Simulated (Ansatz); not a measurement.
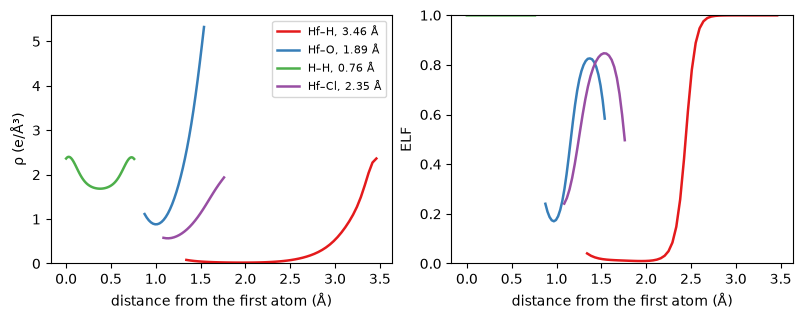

Cl3HHfO···H2. Electron density and electron localisation function along straight lines between neighbouring atoms. The curves leave out the atomic cores.

Core potentials replace the inner electrons of Hf.

These are results of RKS r2SCAN-D4/def2-SVP in Ansatz 0.2.0, not measurements.

The calculation's input:

```
crystal:
  periodic: [false, false, false]
  atoms:
    - { symbol: Hf, position_ang: [-0.094893, 0.096232, -0.036559] }
    - { symbol: O, position_ang: [-0.173499, 0.052171, 1.963684] }
    - { symbol: H, position_ang: [-0.72142, 0.096331, 2.757269] }
    - { symbol: Cl, position_ang: [2.116071, 0.308579, -0.805457] }
    - { symbol: Cl, position_ang: [-1.275358, 1.98222, -0.760856] }
    - { symbol: Cl, position_ang: [-1.181962, -1.756461, -0.98357] }
    - { symbol: H, position_ang: [1.356695, -2.263143, 1.236567] }
    - { symbol: H, position_ang: [1.034065, -1.783829, 1.666723] }
basis:
  gaussian: { orbitals: def2-SVP }
hamiltonian:
  xc: r2scan
  dispersion: d4
relax:
  f_tol: 0.03
  max_steps: 50
output:
  orbitals: {}
```

Command:

```sh
ansatz run input.yaml --threads 4 --pin off --max-ram 5120MiB --backend cpu --events-out ev --progress --plain --runs-dir out
```

The fields are those of the run's last geometry, not of the input's.

### Compare the contacts.

Hf1···H7 (3.46 Å): the density falls to about 0.02 e/Å³ on the way; the ELF dips to about 0 between them: a weak contact between the two molecules.
Hf–O (1.89 Å): ρ is about 0.93 e/Å³ halfway; the ELF peaks at about 0.85 in the valence shell of O, 0.5 Å from its nucleus, and drops to about 0.15 between the two atoms.
H–H (0.76 Å): ρ at the midpoint is about 1.7 e/Å³; the ELF peaks at about 1 between the atoms.
Hf–Cl (2.35 Å): ρ at the midpoint is about 0.57 e/Å³; the ELF peaks at about 0.85 in the valence shell of Cl, 0.8 Å from its nucleus, and is about 0.35 at the midpoint.
